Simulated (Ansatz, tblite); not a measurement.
# Ga10As10 zinc blende bond sphere (Ga₁₀As₁₀H₃₀): a ladder of methods and basis sets

How do method and basis change the picture of Ga10As10 zinc blende bond sphere (Ga₁₀As₁₀H₃₀) (singlet)?

Program: Ansatz 0.2.0, Gaussian basis. Level of theory: as each input shows. These are calculated values, not measurements.

Plan: GFN1-xTB, GFN2-xTB, PBE-D4/def2-TZVP, r2SCAN-D4/def2-TZVP, B97M-V/def2-TZVP, PBE-D4/def2-SVP, PBE0-D4/def2-SVP, HF/STO-3G, MP2/def2-SVP, RPA/def2-SVP.

1 further run of the same task is left out (set aside as unsound or not needed). Runs told in other sessions of the task aren't counted.

### 1 The geometry

The singlet was relaxed beforehand with PBE-D4/def2-SVP.

50 atoms, charge 0, spin multiplicity 1.

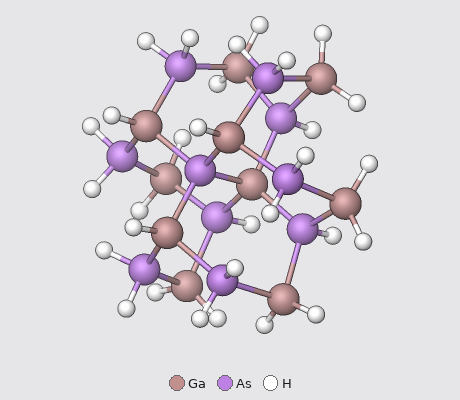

The structure; gallium pink, arsenic purple, hydrogen white.

PBE0-D4/def2-TZVP was run before; its log isn't repeated, and its numbers join the tables.

### 2 GFN1-xTB

Tight binding, by tblite at 300 K electronic temperature and without a spin-polarisation term:

```python
tblite.interface.Calculator('GFN1-xTB', numbers, positions, charge=0, uhf=0).singlepoint()
```

Energy -1454.6107 eV, HOMO -10.66 eV, LUMO -7.03 eV; 0.4 s.

### 3 GFN2-xTB

Tight binding, by tblite at 300 K electronic temperature and without a spin-polarisation term:

```python
tblite.interface.Calculator('GFN2-xTB', numbers, positions, charge=0, uhf=0).singlepoint()
```

Energy -1384.4821 eV, HOMO -10.68 eV, LUMO -7.21 eV; 0.36 s.

### 4 PBE-D4/def2-TZVP

start.molden holds the orbitals of an earlier run on this state, given as this run's starting guess.

in.yaml reads:

```yaml
crystal:
  periodic: [false, false, false]
  atoms:
    - {symbol: Ga, position_ang: [-2.205284, -2.207102, -0.593959]}
    - {symbol: Ga, position_ang: [-2.288323, 0.976523, -3.790855]}
    - {symbol: Ga, position_ang: [-2.205972, 0.590197, 2.201017]}
    - {symbol: Ga, position_ang: [-2.291844, 3.783303, -0.982658]}
    - {symbol: Ga, position_ang: [0.976860, -2.297333, -3.784891]}
    - {symbol: Ga, position_ang: [0.589584, -2.206731, 2.203381]}
    - {symbol: Ga, position_ang: [3.785163, -2.293088, -0.975884]}
    - {symbol: Ga, position_ang: [0.690296, 0.688090, -0.692513]}
    - {symbol: Ga, position_ang: [0.976480, 3.784845, 2.286874]}
    - {symbol: Ga, position_ang: [3.783876, 0.977374, 2.292757]}
    - {symbol: As, position_ang: [-3.372119, -0.735450, -2.237725]}
    - {symbol: As, position_ang: [-0.730842, -3.382817, -2.228725]}
    - {symbol: As, position_ang: [-0.736892, -0.738203, 0.733589]}
    - {symbol: As, position_ang: [-0.833249, 2.066730, -2.072019]}
    - {symbol: As, position_ang: [-3.377117, 2.226841, 0.725189]}
    - {symbol: As, position_ang: [-0.732917, 2.229749, 3.371736]}
    - {symbol: As, position_ang: [2.067817, -0.838827, -2.069422]}
    - {symbol: As, position_ang: [2.228461, -3.379336, 0.731059]}
    - {symbol: As, position_ang: [2.228614, -0.733585, 3.374785]}
    - {symbol: As, position_ang: [2.068479, 2.066341, 0.832606]}
    - {symbol: H, position_ang: [-3.160079, -3.156392, 0.227203]}
    - {symbol: H, position_ang: [-1.498033, 0.089411, -4.819951]}
    - {symbol: H, position_ang: [-3.443439, 1.994718, -4.138434]}
    - {symbol: H, position_ang: [-3.158496, -0.230044, 3.153369]}
    - {symbol: H, position_ang: [-3.444523, 4.132408, -2.003202]}
    - {symbol: H, position_ang: [-1.504590, 4.811767, -0.092197]}
    - {symbol: H, position_ang: [0.083984, -1.509642, -4.811129]}
    - {symbol: H, position_ang: [1.997722, -3.449111, -4.136145]}
    - {symbol: H, position_ang: [-0.232451, -3.157787, 3.155663]}
    - {symbol: H, position_ang: [4.139316, -3.445659, -1.994722]}
    - {symbol: H, position_ang: [4.809191, -1.502204, -0.083293]}
    - {symbol: H, position_ang: [0.086888, 4.812016, 1.496829]}
    - {symbol: H, position_ang: [1.995309, 4.135981, 3.440451]}
    - {symbol: H, position_ang: [4.814460, 0.088897, 1.505933]}
    - {symbol: H, position_ang: [4.129192, 1.997177, 3.447212]}
    - {symbol: H, position_ang: [-4.192460, -1.713317, -3.077126]}
    - {symbol: H, position_ang: [-4.554876, -0.136206, -1.482434]}
    - {symbol: H, position_ang: [-1.706654, -4.207425, -3.066258]}
    - {symbol: H, position_ang: [-0.131280, -4.561679, -1.467808]}
    - {symbol: H, position_ang: [0.140762, 2.900530, -2.904588]}
    - {symbol: H, position_ang: [-4.553521, 1.465540, 0.121116]}
    - {symbol: H, position_ang: [-4.206171, 3.062768, 1.698602]}
    - {symbol: H, position_ang: [-1.708699, 3.067442, 4.196215]}
    - {symbol: H, position_ang: [-0.131990, 1.471285, 4.551597]}
    - {symbol: H, position_ang: [2.901793, 0.132564, -2.904886]}
    - {symbol: H, position_ang: [1.469320, -4.558596, 0.129870]}
    - {symbol: H, position_ang: [3.065219, -4.203677, 1.707762]}
    - {symbol: H, position_ang: [3.065854, -1.710090, 4.198822]}
    - {symbol: H, position_ang: [1.469665, -0.133494, 4.554701]}
    - {symbol: H, position_ang: [2.903117, 2.899300, -0.140413]}
basis:
  gaussian: {orbitals: def2-TZVP, fitting: {mean_field: def2-universal-jkfit}, initial_orbitals: start.molden}
hamiltonian: {xc: pbe, dispersion: d4}
scf: {omitted_lower_state_checks: [starts]}
output: {orbitals: {seedname: orbitals}}
```

Command:

```
ansatz run in.yaml --threads 11 --pin off --events-out ev --progress --plain --max-ram 110592MiB --backend cuda --devices 0, --max-vram 75GiB
```

The runs that follow: r2SCAN-D4/def2-TZVP; B97M-V/def2-TZVP; PBE-D4/def2-SVP; PBE0-D4/def2-SVP; HF/STO-3G; MP2/def2-SVP; RPA/def2-SVP.

**Question.** What will the summary of the whole plan be? Wanted: gap in def2-TZVP, named functionals, smallest and largest; correlation energy, MP2/def2-SVP; binding an atom, functionals in def2-TZVP; PBE0 total energy, smallest basis above largest.

As calculated:

| quantity | value |
| --- | --- |
| gap in def2-TZVP, named functionals, smallest and largest | 3.62 eV (PBE-D4), 5.28 eV (PBE0-D4) |
| correlation energy, MP2/def2-SVP | -127.56 eV |
| binding an atom, functionals in def2-TZVP | 2.56 (PBE0-D4) to 2.59 eV (B97M-V) |
| PBE0 total energy, smallest basis above largest | 142.22 eV (def2-SVP, def2-TZVP) |

**Reading.** Orbital gaps of the named functionals in def2-TZVP span 3.62 eV (PBE-D4) to 5.28 eV (PBE0-D4); exact exchange widens it.
